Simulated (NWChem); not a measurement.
# CH6SSi2 (SMILES [SiH3][SiH]1CS1): levels of theory compared

We compute a comparison of 5 runs (HF/STO-3G, HF/3-21G, M06-2X/3-21G, B3LYP/6-31G*) of CH6SSi2. 

The calculation is run with NWChem 7.3.0.

## Step 1: The system as given

CH6SSi2 has 10 atoms, charge 0, and is taken as a singlet. SMILES: `[SiH3][SiH]1CS1`. The shape is that of a PBE0-D4/def2-TZVP optimisation.

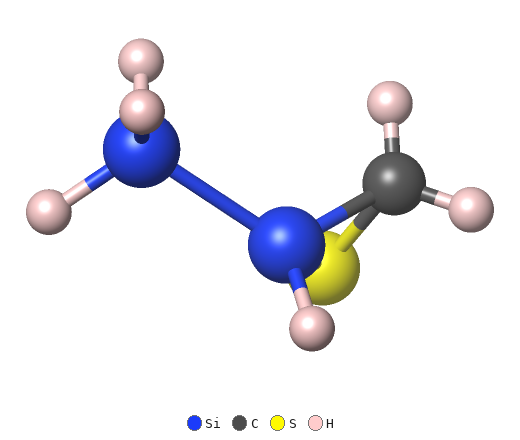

The structure, seen from a chosen angle (silicon blue, carbon dark grey, sulfur yellow, hydrogen pink).

## Step 2: Energy and forces at HF/STO-3G (run 1)

File run.py:

```python
from ase import Atoms
from ase.calculators.nwchem import NWChem

mol = Atoms(['Si', 'Si', 'C', 'S', 'H', 'H', 'H', 'H', 'H', 'H'], positions=[
    [-1.386300, 0.779300, -0.837600],
    [-0.108800, -0.724100, 0.393800],
    [1.643800, -0.286200, 0.791300],
    [1.569000, -1.537300, -0.570300],
    [-0.452700, 1.677100, -1.564800],
    [-2.262000, 1.586000, 0.055300],
    [-2.240100, 0.048300, -1.810200],
    [-0.816800, -1.597100, 1.362800],
    [2.089200, -0.668600, 1.704900],
    [2.047800, 0.671500, 0.478000],
])

calc = NWChem(
    label='job',
    theory='scf',
    memory='2200 mb',
    basis='STO-3G',
    basispar='spherical bse',
    scf={'nopen': '0', 'rhf': None, 'thresh': '1e-08', 'maxiter': '80', 'print': 'low'},
)
mol.calc = calc

forces = mol.get_forces()
e = mol.get_potential_energy()
print(f"E = {e:.6f} eV")
print("forces (eV/A):")
for s, f in zip(mol.symbols, forces):
    print(f"{s:2s} {f[0]:10.5f} {f[1]:10.5f} {f[2]:10.5f}")
```

The run is started by

```sh
export ASE_NWCHEM_COMMAND="nwchem PREFIX.nwi > PREFIX.nwo"
python run.py
```

Standard output:

```text
E = -27354.844480 eV
forces (eV/A):
Si   -0.05024    0.05806    0.10768
Si   -0.58179   -0.00329   -0.20836
C    -0.46989   -0.97496   -0.90153
S    -0.45282    0.70947    1.01085
H    -1.16744   -0.94920    0.76151
H     1.00396   -0.89078   -1.07688
H     0.96319    0.88503    1.07266
H     0.79200    0.93686   -0.97805
H    -0.00468    0.34874   -0.11750
H    -0.03219   -0.11992    0.32962
```

The calculator wrote job.nwi:

```
title "job"

permanent_dir job

scratch_dir job

start job

geometry units angstrom nocenter noautosym noautoz
  Si -1.3863000000000001e+00 7.7929999999999999e-01 -8.3760000000000001e-01
  Si -1.0879999999999999e-01 -7.2409999999999997e-01 3.9379999999999998e-01
  C  1.6437999999999999e+00 -2.8620000000000001e-01 7.9130000000000000e-01
  S  1.5690000000000000e+00 -1.5373000000000001e+00 -5.7030000000000003e-01
  H  -4.5269999999999999e-01 1.6771000000000000e+00 -1.5648000000000000e+00
  H  -2.2620000000000000e+00 1.5860000000000001e+00 5.5300000000000002e-02
  H  -2.2401000000000000e+00 4.8300000000000003e-02 -1.8102000000000000e+00
  H  -8.1679999999999997e-01 -1.5971000000000000e+00 1.3628000000000000e+00
  H  2.0891999999999999e+00 -6.6859999999999997e-01 1.7049000000000001e+00
  H  2.0478000000000001e+00 6.7149999999999999e-01 4.7799999999999998e-01
end

memory 2200 mb

basis spherical bse noprint
   * library STO-3G
end

scf
  nopen 0
  rhf
  thresh 1e-08
  maxiter 80
  print low
end

task scf gradient
```

job.nwo:

```text
Northwest Computational Chemistry Package (NWChem) 7.3.0
             --------------------------------------------------------

           Job information
           ---------------

    nwchem branch   = 7.3.0
    use scalapack   = T
    input           = job.nwi
    prefix          = job.
    data base       = job/job.db
    status          = startup
    nproc           =        1

           Memory information
           ------------------

    heap     =     72089594 doubles =      550.0 Mbytes
    stack    =     72089599 doubles =      550.0 Mbytes
    global   =    144179200 doubles =     1100.0 Mbytes (distinct from heap & stack)
    total    =    288358393 doubles =     2200.0 Mbytes
    verify   = yes
    hardfail = no

[... 38 lines left out ...]
            Nuclear Dipole moment (a.u.)
[... 78 lines left out ...]
       Final RHF  results
       ------------------

         Total SCF energy =  -1005.272001040403
      One-electron energy =  -1921.372590769497
      Two-electron energy =    654.104709778208
 Nuclear repulsion energy =    261.995879950887

        Time for solution =      4.3s

                              NWChem Gradients Module
                              -----------------------

                         RHF ENERGY GRADIENTS

    atom               coordinates                        gradient
                 x          y          z           x          y          z
   1 Si     -2.619727   1.472663  -1.582834    0.000977  -0.001129  -0.002094
   2 Si     -0.205602  -1.368351   0.744174    0.011314   0.000064   0.004052
   3 C       3.106332  -0.540840   1.495340    0.009138   0.018960   0.017532
[... 6 lines of this table left out ...]
  10 H       3.869781   1.268951   0.903289    0.000626   0.002332  -0.006410

 Task  times  cpu:        5.5s     wall:        5.5s
 Total times  cpu:        5.6s     wall:        5.6s
```

Run time: 6.9 s. Hardware: 1 thread of Intel Xeon Platinum 8259CL at 2.50GHz (Skylake/Cascade Lake), shared host; peak memory 0.099 GiB.

## Step 3: Energy and gradient at HF/3-21G (run 2)

File m1.nw:

```
start m1
memory total 2200 mb

geometry units bohr noautosym nocenter noautoz
 Si    -2.61972733     1.47266357    -1.58283460
 Si    -0.20560220    -1.36835069     0.74417415
 C      3.10633180    -0.54083962     1.49534028
 S      2.96498029    -2.90507597    -1.07771081
 H     -0.85547902     3.16925968    -2.95704344
 H     -4.27456049     2.99710563     0.10450185
 H     -4.23317549     0.09127377    -3.42078223
 H     -1.54352830    -3.01808159     2.57531876
 H      3.94801582    -1.26347089     3.22179407
 H      3.86978116     1.26895109     0.90328909
end

basis spherical bse
 * library 3-21G
end

scf
 thresh 1e-08
 maxiter 80
end

task scf gradient
```

The run is started by

```sh
nwchem m1.nw > m1.out
```

Standard output:

```text
[...]
  functions       =    60
[...]
  wavefunction    = RHF
[...]
         Total SCF energy =  -1011.458695118381
      One-electron energy =  -1921.880140676459
      Two-electron energy =    648.425584401807
 Nuclear repulsion energy =    261.995861156271
        Time for solution =      5.3s
[...]
                         RHF ENERGY GRADIENTS
    atom               coordinates                        gradient
                 x          y          z           x          y          z
   1 Si     -2.619727   1.472664  -1.582835    0.003549  -0.005620   0.005221
   2 Si     -0.205602  -1.368351   0.744174    0.047147  -0.009337  -0.023851
   3 C       3.106332  -0.540840   1.495340   -0.020219  -0.027447  -0.028983
   4 S       2.964980  -2.905076  -1.077711   -0.035189   0.038939   0.043175
   5 H      -0.855479   3.169260  -2.957043    0.000353   0.000083  -0.000325
   6 H      -4.274560   2.997106   0.104502   -0.000653   0.000620  -0.000531
   7 H      -4.233175   0.091274  -3.420782   -0.000238   0.000252  -0.000362
   8 H      -1.543528  -3.018082   2.575319   -0.001793  -0.001055   0.001615
   9 H       3.948016  -1.263471   3.221794    0.003634  -0.004081   0.007594
  10 H       3.869781   1.268951   0.903289    0.003410   0.007646  -0.003553
[...]
```

It took 7.8 s on 1 thread of Intel Xeon Platinum 8259CL at 2.50GHz (Skylake/Cascade Lake), shared host; peak memory 0.1 GiB.

Run 3 isn't shown in full; the table further down has it.

## Step 4: Energy and forces at B3LYP/6-31G(d) (spherical functions) (run 4)

File ch6ssi2.nw:

```
start ch6ssi2
memory 2200 mb
geometry units angstrom noautosym nocenter noautoz
Si    -1.386300     0.779300    -0.837600
Si    -0.108800    -0.724100     0.393800
C      1.643800    -0.286200     0.791300
S      1.569000    -1.537300    -0.570300
H     -0.452700     1.677100    -1.564800
H     -2.262000     1.586000     0.055300
H     -2.240100     0.048300    -1.810200
H     -0.816800    -1.597100     1.362800
H      2.089200    -0.668600     1.704900
H      2.047800     0.671500     0.478000
end
basis spherical bse
* library 6-31G*
end
dft
xc b3lyp
grid xfine
convergence energy 1e-08
maxiter 100
mulliken
end
task dft gradient
```

The run is started by

```sh
nwchem ch6ssi2.nw > ch6ssi2.out
```

Standard output:

```text
[...]
          Wavefunction type:  closed shell.
          No. of atoms     :    10
          No. of electrons :    56
[...]
          Charge           :     0
          Spin multiplicity:     1
[...]
          AO basis - number of functions:    80
[...]
              XC Information
              --------------
                         B3LYP Method XC Potential
                     Hartree-Fock (Exact) Exchange  0.200
                        Slater Exchange Functional  0.800 local
                    Becke 1988 Exchange Functional  0.720 non-local
              Lee-Yang-Parr Correlation Functional  0.810
                  VWN I RPA Correlation Functional  0.190 local
[...]
 d= 0,ls=0.0,diis     1  -1018.8314829625 -1.28D+03  1.34D-02  3.28D-01     6.7
[...]
 d= 0,ls=0.0,diis    10  -1018.8798228132 -1.69D-09  4.44D-07  6.31D-10    57.4
         Total DFT energy =    -1018.879822813154
      One electron energy =    -1929.415480767767
           Coulomb energy =      723.842320286526
    Exchange-Corr. energy =      -75.302542282800
 Nuclear repulsion energy =      261.995879950887
[...]
  wavefunction    = closed shell
                         DFT ENERGY GRADIENTS
    atom               coordinates                        gradient
                 x          y          z           x          y          z
   1 Si     -2.619727   1.472663  -1.582834    0.001358  -0.000494   0.000371
   2 Si     -0.205602  -1.368351   0.744174    0.011513  -0.001721  -0.003298
   3 C       3.106332  -0.540840   1.495340   -0.003891  -0.004977  -0.005999
   4 S       2.964980  -2.905076  -1.077711   -0.007686   0.010687   0.010917
   5 H      -0.855479   3.169259  -2.957043    0.000258  -0.000514   0.000347
   6 H      -4.274560   2.997105   0.104502    0.000428  -0.000579   0.000045
   7 H      -4.233175   0.091274  -3.420782    0.000411  -0.000352   0.000546
   8 H      -1.543528  -3.018081   2.575319    0.000305   0.000420  -0.000497
   9 H       3.948016  -1.263471   3.221794   -0.001412  -0.000276  -0.002026
  10 H       3.869781   1.268951   0.903289   -0.001284  -0.002194  -0.000406
[...]
```

Run time: 74 s. Hardware: 1 thread of Intel Xeon Platinum 8259CL at 2.50GHz (Skylake/Cascade Lake), shared host; peak memory 0.15 GiB.

## Step 5: Energy and forces at B3LYP/6-31G(d) (Cartesian functions) (run 5)

File input.nw:

```
start input
title "CH6SSi2"
memory total 2200 mb
charge 0
geometry units angstrom noautosym nocenter noautoz
Si    -1.386300     0.779300    -0.837600
Si    -0.108800    -0.724100     0.393800
C      1.643800    -0.286200     0.791300
S      1.569000    -1.537300    -0.570300
H     -0.452700     1.677100    -1.564800
H     -2.262000     1.586000     0.055300
H     -2.240100     0.048300    -1.810200
H     -0.816800    -1.597100     1.362800
H      2.089200    -0.668600     1.704900
H      2.047800     0.671500     0.478000
end
basis cartesian
* library 6-31G*
end
dft
xc b3lyp
grid xfine
convergence energy 1e-08
maxiter 100
mulliken
end
task dft gradient
```

The run is started by

```sh
nwchem input.nw > input.out
```

Standard output:

```text
[...]
          Wavefunction type:  closed shell.
          No. of atoms     :    10
          No. of electrons :    56
[...]
          Charge           :     0
          Spin multiplicity:     1
[...]
          AO basis - number of functions:    84
[...]
              XC Information
              --------------
                         B3LYP Method XC Potential
                     Hartree-Fock (Exact) Exchange  0.200
                        Slater Exchange Functional  0.800 local
                    Becke 1988 Exchange Functional  0.720 non-local
              Lee-Yang-Parr Correlation Functional  0.810
                  VWN I RPA Correlation Functional  0.190 local
[...]
 d= 0,ls=0.0,diis     1  -1018.8356701121 -1.28D+03  1.41D-02  5.10D-01     6.9
[...]
 d= 0,ls=0.0,diis    10  -1018.8869423935 -1.85D-09  5.21D-07  8.96D-10    59.5
         Total DFT energy =    -1018.886942393499
      One electron energy =    -1929.239237155099
           Coulomb energy =      723.604748031285
    Exchange-Corr. energy =      -75.248333220572
 Nuclear repulsion energy =      261.995879950887
[...]
  wavefunction    = closed shell
                         DFT ENERGY GRADIENTS
    atom               coordinates                        gradient
                 x          y          z           x          y          z
   1 Si     -2.619727   1.472663  -1.582834    0.001345  -0.000487   0.000369
   2 Si     -0.205602  -1.368351   0.744174    0.011563  -0.001817  -0.003433
   3 C       3.106332  -0.540840   1.495340   -0.003835  -0.005048  -0.006082
   4 S       2.964980  -2.905076  -1.077711   -0.007820   0.010826   0.011084
   5 H      -0.855479   3.169259  -2.957043    0.000278  -0.000500   0.000336
   6 H      -4.274560   2.997105   0.104502    0.000414  -0.000567   0.000064
   7 H      -4.233175   0.091274  -3.420782    0.000398  -0.000368   0.000531
   8 H      -1.543528  -3.018081   2.575319    0.000285   0.000397  -0.000470
   9 H       3.948016  -1.263471   3.221794   -0.001382  -0.000297  -0.001975
  10 H       3.869781   1.268951   0.903289   -0.001246  -0.002139  -0.000424
[...]
```

It took 75 s on 1 thread of Intel Xeon Platinum 8259CL at 2.50GHz (Skylake/Cascade Lake), shared host; peak memory 0.15 GiB.

## Step 6: Overview of the runs

| run | level | iteration cap | module | energy (Eh) | largest force (eV/Å) | wall time |
| --- | --- | --- | --- | --- | --- | --- |
| 1 | HF/STO-3G | 80 | scf | -1005.272001 | 1.721 | 6.9 s |
| 2 | HF/3-21G | 80 | scf | -1011.458695 | 3.495 | 7.8 s |
| 3 | M06-2X/3-21G | 100 | dft | -1013.469316 | 3.149 | 50 s |
| 4 | B3LYP/6-31G* (spherical functions) | 100 | dft | -1018.879823 | 0.879 | 74 s |
| 5 | B3LYP/6-31G* (Cartesian functions) | 100 | dft | -1018.886942 | 0.892 | 75 s |

## Step 7: Outcome

| quantity | value |
| --- | --- |
| run 5: total energy | -1018.88694 Eh |
| run 5: dipole moment | 2.06 D |
| run 5: HOMO energy | -6.46 eV |
| run 5: LUMO energy | -0.77 eV |
| run 5: HOMO–LUMO gap | 5.68 eV |
| run 5: largest force on an atom | 0.892 eV/Å |

In words: Over runs 2, 3, 4, 5 the dipole moment (its size) runs from 2.06 D (B3LYP/6-31G*) to 3.05 D (HF/3-21G). The two ends differ in method and basis. Over runs 2, 3, 4, 5 the HOMO–LUMO gap runs from 5.68 eV (B3LYP/6-31G*) to 11.98 eV (HF/3-21G). Totals of different functionals can't be ranked against each other. In run 1 the basis is minimal, so the values are rough. All runs together took 3.5 min, the longest 75 s.
